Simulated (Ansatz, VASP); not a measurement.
# AlN: VASP beside Ansatz

Aim: how closely do two programs agree when they are given the same cell, functional and k mesh?

Calculated with Ansatz 0.2.0; plane waves, with VASP 6.6.1 beside it; band structure at r2SCAN, dielectric response at LDA and single point at LDA.

## (1) Starting point

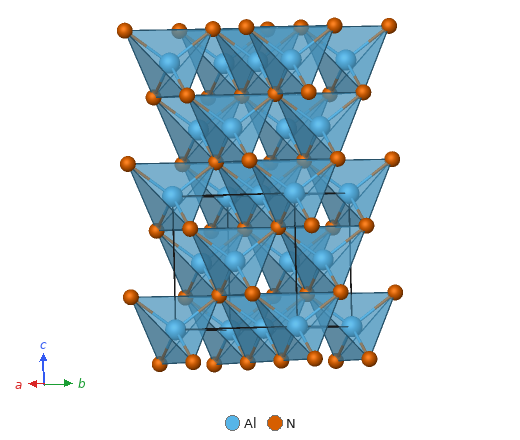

Start, viewed from a free direction; aluminium blue, nitrogen orange. 1×1×2 cells are drawn. This picture shows the conventional cell, with its axes. Some periodic images of atoms are drawn too.

## (2) VASP: band structure, r2SCAN

The same path points are solved in both programs, so levels can be compared one by one.

Lines of VASP's logs that name or quote its potential files are left out, and so is its time.

Contents of INCAR:

```
SYSTEM = AlN
PREC = Accurate
ENCUT = 460
EDIFF = 1E-06
NELM = 100
ISMEAR = 0
SIGMA = 0.03
LREAL = .FALSE.
ALGO = Normal
METAGGA = R2SCAN
LASPH = .TRUE.
NBANDS = 16
LORBIT = 11
LWAVE = .FALSE.
LCHARG = .FALSE.
KPAR = 4
```

Contents of POSCAR:

```
AlN
1.0
    0.0000000000      2.1839935596      2.1839935596
    2.1839935596      0.0000000000      2.1839935596
    2.1839935596      2.1839935596      0.0000000000
Al N
1 1
Direct
    0.0000000000      0.0000000000      0.0000000000
    0.2500000000      0.2500000000      0.2500000000
```

Contents of KPOINTS:

```
Automatic mesh
0
Gamma
8 8 8
0 0 0
```

Contents of KPOINTS_OPT:

```
Line mode
10
Line-mode
Reciprocal
  0.00000000   0.00000000   0.00000000 GAMMA
  0.50000000   0.00000000   0.50000000 X

  0.50000000   0.00000000   0.50000000 X
  0.50000000   0.25000000   0.75000000 W

  0.50000000   0.25000000   0.75000000 W
  0.37500000   0.37500000   0.75000000 K

  0.37500000   0.37500000   0.75000000 K
  0.00000000   0.00000000   0.00000000 GAMMA

  0.00000000   0.00000000   0.00000000 GAMMA
  0.50000000   0.50000000   0.50000000 L

  0.50000000   0.50000000   0.50000000 L
  0.62500000   0.25000000   0.62500000 U

  0.62500000   0.25000000   0.62500000 U
  0.50000000   0.25000000   0.75000000 W

  0.50000000   0.25000000   0.75000000 W
  0.50000000   0.50000000   0.50000000 L

  0.50000000   0.50000000   0.50000000 L
  0.37500000   0.37500000   0.75000000 K

  0.62500000   0.25000000   0.62500000 U
  0.50000000   0.00000000   0.50000000 X
```

PAW data sets: Al and N (PBE family, release 64).

Launch:

```sh
$ mpirun -np 4 vasp_std
```

Numbers of over 12 decimals in the logs are rounded to 6 here.

The log of the run:

```text
[banner, memory and clock lines left out]
running    4 mpi-ranks, on    1 nodes
 distrk:  each k-point on    1 cores,    4 groups
 distr:  one band on    1 cores,    1 groups

 POSCAR found type information on POSCAR AlN
 POSCAR found :  2 types and       2 ions
|                                                                             |
|               ----> ADVICE to this user running VASP <----                  |
|                                                                             |
|     You enforced a specific xc type in the INCAR file but a different       |
|     [... a line on the potential file left out ...]
|     I HOPE YOU KNOW WHAT YOU ARE DOING!                                     |
|                                                                             |

 LDA part: xc-table for (None), standard interpolation
 POSCAR, INCAR and KPOINTS ok, starting setup
 FFT: planning ... GRIDC
 FFT: planning ... GRID_SOFT
 FFT: planning ... GRID
 WAVECAR not read
 entering main loop
       N       E                     dE             d eps       ncg     rms          rms(c)
DAV:   1     0.387462443909E+01    0.38746E+01   -0.34395E+03   936   0.382E+02
DAV:   2    -0.227941558267E+02   -0.26669E+02   -0.25722E+02  1256   0.109E+02
DAV:   3    -0.235000381096E+02   -0.70588E+00   -0.70535E+00  1120   0.151E+01
DAV:   4    -0.235039954819E+02   -0.39574E-02   -0.39573E-02  1272   0.127E+00
DAV:   5    -0.235040413993E+02   -0.45917E-04   -0.45917E-04  1144   0.124E-01    0.886E+00
DAV:   6    -0.190376775334E+02    0.44664E+01   -0.69075E+00  1104   0.100E+01    0.355E+00
DAV:   7    -0.191584384178E+02   -0.12076E+00   -0.40245E-01  1088   0.347E+00    0.246E+00
DAV:   8    -0.191809092073E+02   -0.22471E-01   -0.61938E-02  1064   0.135E+00    0.100E+00
DAV:   9    -0.191770048890E+02    0.39043E-02   -0.12630E-02  1240   0.501E-01    0.221E-01
DAV:  10    -0.191771472502E+02   -0.14236E-03   -0.77704E-04  1104   0.160E-01    0.169E-02
DAV:  11    -0.191771637370E+02   -0.16487E-04   -0.85429E-06  1288   0.187E-02    0.178E-02
DAV:  12    -0.191771621011E+02    0.16360E-05   -0.16684E-06  1056   0.657E-03    0.318E-03
DAV:  13    -0.191771614697E+02    0.63140E-06   -0.46074E-07   680   0.353E-03
   1 F= -.19177161E+02 E0= -.19177161E+02  d E =-.146896E-31
 Start KPOINTS_OPT (optional k-point list driver)
k-point batch [1-29\100]
       N       E                     dE             ncg
DAV:   1     0.802045028310E+03   -0.80974E+04      928
DAV:   2     0.100306826518E+03   -0.70174E+03     1344
DAV:   3     0.821790059725E+02   -0.18128E+02     1120
DAV:   4     0.820459723094E+02   -0.13303E+00     1280
DAV:   5     0.820440297007E+02   -0.19426E-02     1200
DAV:   6     0.820439961380E+02   -0.33563E-04     1240
DAV:   7     0.820439955580E+02   -0.58000E-06     1160
[...]
k-point batch [88-100\100]
       N       E                     dE             ncg
DAV:   1     0.585410947833E+04   -0.44320E+04      416
DAV:   2     0.554551379594E+04   -0.30860E+03      584
DAV:   3     0.553825203837E+04   -0.72618E+01      536
DAV:   4     0.553819806022E+04   -0.53978E-01      560
DAV:   5     0.553819726481E+04   -0.79540E-03      536
DAV:   6     0.553819725182E+04   -0.12990E-04      536
DAV:   7     0.553819725162E+04   -0.20007E-06      504
```

OUTCAR, selected parts (step 2):

```text
ion  position               nearest neighbor table
   1  0.000  0.000  0.000-   2 1.89   2 1.89   2 1.89   2 1.89
   2  0.250  0.250  0.250-   1 1.89   1 1.89   1 1.89   1 1.89

  LATTYP: Found a face centered cubic cell.
 ALAT       =     4.3679871192

 Subroutine GETGRP returns: Found 24 space group operations
 (whereof 24 operations were pure point group operations)

The static configuration has the point symmetry T_d .

 Found     29 irreducible k-points:

   k-points           NKPTS =     29   k-points in BZ     NKDIM =     29   number of bands    NBANDS=     16

   dimension x,y,z NGX =    24 NGY =   24 NGZ =   24
   dimension x,y,z NGXF=    48 NGYF=   48 NGZF=   48

   ENCUT  =  460.0 eV  33.81 Ry    5.81 a.u.   5.40  5.40  5.40*2*pi/ulx,y,z

   NELECT =       8.0000    total number of electrons

 k-points in reciprocal lattice and weights: Automatic mesh
   0.00000000  0.00000000  0.00000000       0.002
   0.12500000  0.00000000  0.00000000       0.016
   0.25000000  0.00000000  0.00000000       0.016
   0.37500000  0.00000000  0.00000000       0.016
   0.50000000  0.00000000  0.00000000       0.008
   0.12500000  0.12500000  0.00000000       0.012
   0.25000000  0.12500000  0.00000000       0.047
   0.37500000  0.12500000  0.00000000       0.047
   0.50000000  0.12500000  0.00000000       0.047
[...]
-0.37500000  0.50000000  0.12500000       0.023
  -0.25000000  0.50000000  0.25000000       0.012

 average (electrostatic) potential at core
       1 -74.5207       2 -62.7730

 E-fermi :   5.9355

 k-point     1 :       0.0000    0.0000    0.0000
  band No.  band energies     occupation
      1     -10.0495      2.00000
      2       5.6953      2.00000
      3       5.6953      2.00000
      4       5.6953      2.00000
      5      10.5853      0.00000
      6      19.2158      0.00000
      7      19.2158      0.00000
      8      19.2158      0.00000
      9      24.2284      0.00000
    ...

 k-point     2 :       0.1250    0.0000    0.0000
  band No.  band energies     occupation
      1      -9.8223      2.00000
      2       4.5216      2.00000
      3       5.6133      2.00000
      4       5.6133      2.00000
      5      11.5330      0.00000
      6      18.6565      0.00000
      7      19.3942      0.00000
      8      19.3942      0.00000
      9      22.7171      0.00000
    ...

 k-point     3 :       0.2500    0.0000    0.0000
  band No.  band energies     occupation
      1      -9.2020      2.00000
      2       2.4089      2.00000
      3       5.4345      2.00000
      4       5.4345      2.00000
      5      12.9152      0.00000
      6      17.6482      0.00000
      7      18.9082      0.00000
      8      18.9082      0.00000
      9      22.9404      0.00000
    ...

  Total       -0.1253019     -0.1253019     -0.1253019      0.0000000      0.0000000      0.0000000
  in kB       -9.6357186     -9.6357186     -9.6357186      0.0000000      0.0000000      0.0000000
  external PRESSURE =      -9.6357186 kB  Pullay stress =       0.0000000 kB

  energy-cutoff  :      460.00
  volume of cell :       20.83
      direct lattice vectors                 reciprocal lattice vectors
     0.000000000  2.183993560  2.183993560    -0.228938404  0.228938404  0.228938404
     2.183993560  0.000000000  2.183993560     0.228938404 -0.228938404  0.228938404
     2.183993560  2.183993560  0.000000000     0.228938404  0.228938404 -0.228938404

 POSITION                                       TOTAL-FORCE (eV/Angst)
 -----------------------------------------------------------------------------------
      0.00000      0.00000      0.00000        -0.000000      0.000000      0.000000
      1.09200      1.09200      1.09200         0.000000     -0.000000     -0.000000
 -----------------------------------------------------------------------------------
    total drift:                               -0.000001     -0.000001     -0.000001

  FREE ENERGIE OF THE ION-ELECTRON SYSTEM (eV)
  ---------------------------------------------------
  free  energy   TOTEN  =       -19.1771614697 eV

  energy  without entropy=      -19.1771614697  energy(sigma->0) =      -19.17716147

 total charge
# of ion       s       p       d       tot
------------------------------------------
    1        0.369   0.454   0.000   0.824
    2        1.235   2.650   0.000   3.885
--------------------------------------------------
tot          1.604   3.104   0.000   4.709

[... 3 further parts left out ...]
```

The run ends at a pressure of -0.96 GPa.

## (3) Ansatz: band structure, r2SCAN

Ansatz runs on its default PAW (the set named soft_2) files.

The same cell, functional, mesh and smearing now go to Ansatz, which takes its cutoff from its data sets.

Contents of input.yaml:

```yaml
crystal:
  lattice:
    - [0.0, 2.1839935596, 2.1839935596]
    - [2.1839935596, 0.0, 2.1839935596]
    - [2.1839935596, 2.1839935596, 0.0]
  atoms:
    - { symbol: Al, position: [0.0, 0.0, 0.0] }
    - { symbol: "N", position: [0.25, 0.25, 0.25] }
hamiltonian:
  xc: r2scan
  pseudopotentials: { kind: paw }
kpoints:
  mp_grid: { grid: [8, 8, 8] }
  band_path:
    path:
      - [0.0, 0.0, 0.0]
      - [0.16667, 0.0, 0.16667]
      - [0.33333, 0.0, 0.33333]
      - [0.5, 0.0, 0.5]
      - [0.5, 0.08333, 0.58333]
      - [0.5, 0.19444, 0.69444]
      - [0.5, 0.25, 0.75]
      - [0.45833, 0.29167, 0.75]
      - [0.40278, 0.34722, 0.75]
      - [0.375, 0.375, 0.75]
      - [0.20833, 0.20833, 0.41667]
      - [0.08333, 0.08333, 0.16667]
      - [0.0, 0.0, 0.0]
      - [0.22222, 0.22222, 0.22222]
      - [0.38889, 0.38889, 0.38889]
      - [0.51389, 0.47222, 0.51389]
      - [0.55556, 0.38889, 0.55556]
      - [0.61111, 0.27778, 0.61111]
      - [0.61111, 0.25, 0.63889]
      - [0.56944, 0.25, 0.68056]
      - [0.51389, 0.25, 0.73611]
      - [0.5, 0.27778, 0.72222]
      - [0.5, 0.38889, 0.61111]
      - [0.5, 0.47222, 0.52778]
      - [0.48611, 0.48611, 0.52778]
      - [0.43056, 0.43056, 0.63889]
      - [0.38889, 0.38889, 0.72222]
      - [0.59722, 0.19444, 0.59722]
      - [0.55556, 0.11111, 0.55556]
      - [0.5, 0.0, 0.5]
    npoints: 1
scf:
  occupations: { method: gaussian, width: 0.03 }
  n_extra_bands: 7
output:
  forces: true
  stress: true
  eigenvalues: true
```

Launch:

```sh
$ ansatz run input.yaml --threads 2 --pin off --max-ram 4608MiB --backend cpu --events-out ev --progress --plain --runs-dir out
```

The log of the run:

```text
scf.n_extra_bands = 7 over 4 filled bands (N_el = 8.0): the run solves 11 bands
Engine: ansatz 0.2.0, aarch64-unknown-linux-gnu
Pseudopotentials: kind: paw
Pseudopotential: Al, paw, valence charge 3, recommended cutoff 500 eV (meta_gga), Al.paw.azcp
Pseudopotential: N, paw, valence charge 5, recommended cutoff 500 eV (meta_gga), N.paw.azcp
Functional definition: r2SCAN
  parameter k0 = 0.174
  parameter k1 = 0.065
  parameter a1 = 4.9479
  exchange = r2scan_x(k0 = k0, k1 = k1, a1 = a1)
  correlation = r2scan_c
Crystal: 2 atoms, lattice volume = 20.835 Å³
Basis set: ecut = 500 eV, 531 PW (Γ), exchange–correlation on 96×96×96 points (64 copies of the dense FFT grid, shifted against one another)
Bands: 11, of which v1, the nominal top of the filled ones, is band 4 counted from 1 (3 counted from 0)
Symmetry: 24 space group operations
Space group: F-43m (ITA 216), of the structure as read, at distance tolerance 2.8e-5 Å
k-points: 29 of 512 (time reversal used)
Non-local potential: Al, projectors of the file, l = 0: 2, l = 1: 2, l = 2: 1
Non-local potential: N, projectors of the file, l = 0: 2, l = 1: 2, l = 2: 1
PAW form: soft (Blöchl's): semilocal exchange-correlation on the pseudo side does not see the compensation charge
PAW frozen core: Al, regenerated for the run's functional (the file was generated under x = pbe(κ = 0.804, μ = 0.219515), c = pbe(β = 0.066725))
PAW frozen core: N, regenerated for the run's functional (the file was generated under x = pbe(κ = 0.804, μ = 0.219515), c = pbe(β = 0.066725))
PAW one-centre angular grid: Al, 302 points (default); XC on 160 Gauss nodes
PAW one-centre angular grid: N, 302 points (default); XC on 160 Gauss nodes
Initial density: superposition of atomic densities (neutral atoms: chi_scale 0, normalization atom), corrected by the library's trained network
Initial wavefunctions: pseudopotential atomic-orbital guess
Functional: x = r2scan, c = r2scan; τ floored in thin density (d = 2e-4 eV/Å³)
SCF iter   1: F=—  HF=-928.366646 eV  |F-HF|=—  |Δ(HF+E_count)|=         —  Δρ=6.95e-3  dr2=1.09e-2  dr2_τ=1.56e-1  ethr=1.77e-3  ⟨swp⟩=5.0  Hψ=2026  notcnv=0  defer=2
preconditioner: auto → none  [insulator: Δε(μ)=3.972 eV  Ē_g=20.470 eV  σ=0.030 eV  W_gap=1.00  n_scr=0 (ndim 8)  ℏωp=23.0 eV  f_vac=0.000  D(μ)=0.00/eV (n_scr^D=0)  ε∞_Penn≈2.3]
SCF iter   2: F=—  HF=-928.437326 eV  |F-HF|=—  |Δ(HF+E_count)|=   7.07e-2  Δρ=4.60e-3  dr2=1.93e-3  dr2_τ=2.02e-4  ethr=1.36e-4  ⟨swp⟩=2.6  Hψ=830  notcnv=0  defer=62
SCF iter   3: F=—  HF=-928.437126 eV  |F-HF|=—  |Δ(HF+E_count)|=   2.00e-4  Δρ=1.05e-3  dr2=1.52e-4  dr2_τ=3.62e-5  ethr=2.41e-5  ⟨swp⟩=2.0  Hψ=398  notcnv=0  defer=62
SCF iter   4: F=—  HF=-928.437103 eV  |F-HF|=—  |Δ(HF+E_count)|=   2.33e-5  Δρ=2.11e-4  dr2=1.01e-5  dr2_τ=5.47e-7  ethr=1.89e-6  ⟨swp⟩=2.0  Hψ=370  notcnv=0  defer=62
SCF iter   5: F=—  HF=-928.437100 eV  |F-HF|=—  |Δ(HF+E_count)|=   3.05e-6  Δρ=4.74e-5  dr2=5.44e-7  dr2_τ=4.30e-8  ethr=1.26e-7  ⟨swp⟩=2.6  Hψ=362  notcnv=0  defer=62
SCF iter   6: F=-928.437100 eV  HF=-928.437100 eV  |F-HF|=2.94e-8  |Δ(HF+E_count)|=   1.62e-8  Δρ=1.66e-5  dr2=6.74e-8  dr2_τ=1.14e-9  ethr=1.25e-9  ⟨swp⟩=8.0  Hψ=1647  notcnv=0
SCF 1 converged in 6 iterations: F = -928.437100 eV  dr2 = 6.74e-8
  greatest PAW one-centre occupation: 0.794 electrons in one spin orbital (limit 2), on the N atom at site 1 (counted from 0), in its partial waves of l = 0
NSCF: frozen V_eff on 30 k-points
SCF converged after 6 iterations
Free energy (F): -928.437100 eV
Harris-Foulkes:  -928.437100 eV  (|F-HF|=2.94e-8)
Internal energy: -928.437100 eV  (E = F + TS)
E sigma→0 (E₀):  -928.437100 eV
Fermi energy:    8.674570 eV
--- Per-component energies (eV) ---
  E_band       = 11.488402
  E_kinetic    = 160.517242
  E_local      = -223.453708  (includes V_loc(G=0)·N_el)
  E_nonlocal   = 54.324065
  E_hartree    = 78.187783
  E_xc         = -98.843267
  E_vxc        = -119.132939  (∫ρ·V_xc dr)
  E_paw        = -602.476004  (= ΣΔE_a)
  E_vpaw       = -23.530776  (= ΣTr[D̂ρ^β])
  E_aug_tail   = 0.000016  (compensation charges beyond the density's cutoff)
  E_vtau       = 6.392978  (kinetic-family band-sum trace: ∫τ·v_τ [+ j·A + Jᵃ·Aᵃ] dr)
  E_ewald      = -296.603555
  E_core_change = -0.089673  (= ΣΔE_core)
  E_smearing   = -0.000000  (= −TS)
  E_closure    = 0.000000  (closes the sum)
  Σ components = -928.437100   (vs F -928.437100, Δ=0.00e0)
--- Forces (eV/Å), atoms counted from 1 ---
  atom   1  Al     0.00000000    -0.00000000     0.00000000
  atom   2  N     -0.00000000     0.00000000     0.00000000
  max |Σ_I F_I| component: 1.57e-16 eV/Å
--- Stress (GPa, compression-positive) ---
        0.259529      -0.000000      -0.000000
        0.000000       0.259529       0.000000
       -0.000000       0.000000       0.259529
  P = ⅓ Tr σ = 0.2595 GPa (2.595 kbar)
--- Band table (eV; the first three rows and the last of 29) ---
  k-point 0: bands = [-9.0404, 6.7035, 6.7035, 6.7035, 11.5568, 20.2376, 20.2376, 20.2376, ... 3 higher]
  k-point 1: bands = [-8.8135, 5.5301, 6.6240, 6.6240, 12.5082, 19.6734, 20.4142, 20.4142, ... 3 higher]
  k-point 2: bands = [-8.1952, 3.4172, 6.4441, 6.4441, 13.8969, 18.6557, 19.9242, 19.9242, ... 3 higher]
  k-point 28: bands = [-6.3575, 2.9203, 3.2089, 4.0229, 13.4192, 19.0532, 19.5775, 19.9869, ... 3 higher]
```

Elapsed: 1.2 s, on 2 threads of Arm Neoverse V2, shared host; peak memory 0.31 GiB.

Reading the cycles: dr2 is the Hartree energy of the density residual (eV), the measure of convergence; HF is the Harris–Foulkes estimate of the energy, which meets the free energy F at convergence.

## (4) Differences

Known differences besides the PAW data sets themselves: VASP keeps PBE cores, Ansatz makes them for the functional; the cutoff is 500 eV in Ansatz and 460 eV in VASP. Total energies have different zeros and are not compared.

The two programs side by side:

```csv
quantity,Ansatz,VASP,difference
pressure (GPa),0.26,-0.96,+1.22
gap over the path points (eV),3.942,3.932,+0.010
```

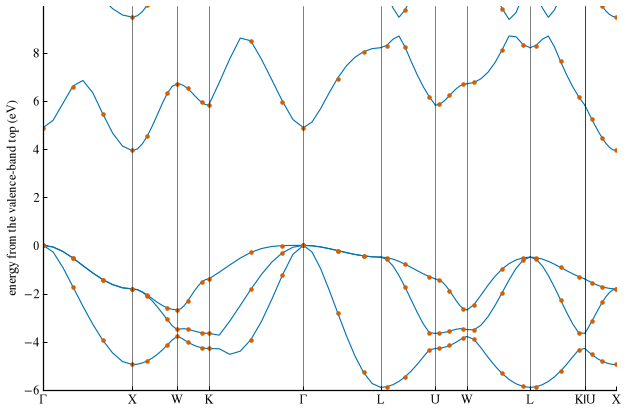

Bands from VASP (lines) and levels from Ansatz (dots). Dots without a line are higher empty bands that the VASP plot leaves out.

Levels at points of the path, from each program's valence-band top (eV; 3 filled, then empty):

```csv
k (reciprocal lattice),Ansatz,VASP
0.000 0.000 0.000,0.00 0.00 0.00 4.85 13.53,0.00 0.00 0.00 4.89 13.52
0.167 0.000 0.167,-1.72 -0.53 -0.53 6.59 12.12,-1.72 -0.53 -0.53 6.61 12.12
0.333 0.000 0.333,-3.93 -1.42 -1.42 5.47 10.27,-3.94 -1.42 -1.42 5.47 10.26
0.500 0.000 0.500,-4.95 -1.81 -1.81 3.94 9.49,-4.95 -1.81 -1.81 3.93 9.48
0.500 0.083 0.583,-4.79 -2.11 -2.07 4.55 9.99,-4.80 -2.10 -2.06 4.55 9.98
0.500 0.194 0.694,-4.14 -3.08 -2.60 6.31 11.70,-4.15 -3.08 -2.60 6.30 11.71
0.500 0.250 0.750,-3.78 -3.50 -2.68 6.72 12.35,-3.79 -3.50 -2.68 6.71 12.36
0.458 0.292 0.750,-4.01 -3.48 -2.31 6.52 11.74,-4.01 -3.48 -2.31 6.51 11.75
0.403 0.347 0.750,-4.25 -3.63 -1.53 5.95 11.09,-4.25 -3.63 -1.53 5.94 11.10
0.375 0.375 0.750,-4.28 -3.65 -1.40 5.83 11.01,-4.29 -3.65 -1.40 5.82 11.02
```

Among the levels compared (up to four filled and three empty ones at each point), filled levels agree within 5 meV and empty ones within 37 meV.

## (5) Looking for the cause

The difference is large enough to ask for its cause, so further runs change the set-up of one program at a time, as the table lists.

```csv
run,difference in pressure (GPa)
as above,1.2
"cores kept as stored, as VASP does",0.74
Ansatz's larger PAW set (cutoff 1050 eV),1.4
norm-conserving potentials (cutoff 1252 eV),0.90
```

(Part 1 of 2 ends here.)

[Lines on the potential files, build, host, timing and source positions are cut from VASP's logs without a mark.]

[Logs are printed without paths, hosts, clocks, repeated set-up lines and the standing remarks that a program may print on its own settings, such as how far it seeks lower states.]

[Hosts, paths, dates, database ids (printed as entryN), source tags and the programs' standing remarks are cut or masked in the printed files.]
